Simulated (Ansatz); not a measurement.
Potential energy curve for GaAl, lowest singlet found (which spin is the ground state isn't settled by this scan).

Methods: RCCSDT(Q) = CCSDT(Q) on RHF/aug-cc-pVDZ, cores with 3d frozen run with Ansatz (a first-principles code); RMP2 = MP2 on RHF/aug-cc-pVDZ, cores with 3d frozen (Ansatz); RKS-PBE = restricted PBE/aug-cc-pVDZ run with Ansatz.

Energies are in kcal/mol, each relative to the lowest point of its own curve between 2.73 and 3.54 Å, where full CI is lowest.

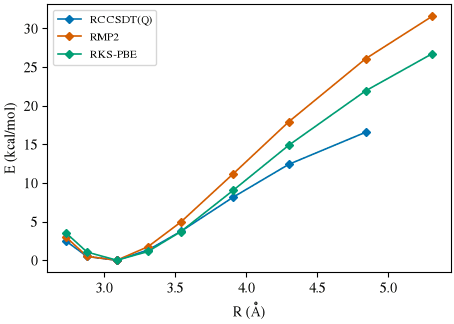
Energy against bond length for each method.

| R / Å | RCCSDT(Q) | RMP2 | RKS-PBE |
|---|---|---|---|
| 2.73 | 2.5 | 3.0 | 3.6 |
| 2.88 | 0.5 | 0.5 | 1.1 |
| 3.09 | 0.0 | 0.0 | 0.0 |
| 3.31 | 1.3 | 1.8 | 1.1 |
| 3.54 | 3.7 | 4.9 | 3.7 |
| 3.91 | 8.2 | 11.2 | 9.1 |
| 4.30 | 12.4 | 17.9 | 14.9 |
| 4.84 | 16.6 | 26.1 | 21.9 |
| 5.31 | — | 31.6 | 26.7 |

At the longest distance, 5.31 Å, RMP2 lies highest above its minimum (31.6 kcal/mol) and RKS-PBE lowest (26.7 kcal/mol).

Dashes: no converged value, or the column stops at the first point that the program doubted or that broke a chosen test of continuity, which isn't proof of a fault.

The scan ran from 1.73 to 8.25 Å; beyond the distances shown full CI changes its symmetry label. The T1 diagnostic of CCSD on the restricted reference of RCCSDT(Q), RMP2 exceeds 0.045 at 4.84 to 5.31 Å. The restricted form behind RMP2, RKS-PBE keeps the bonding electrons paired and can't separate into open-shell fragments.
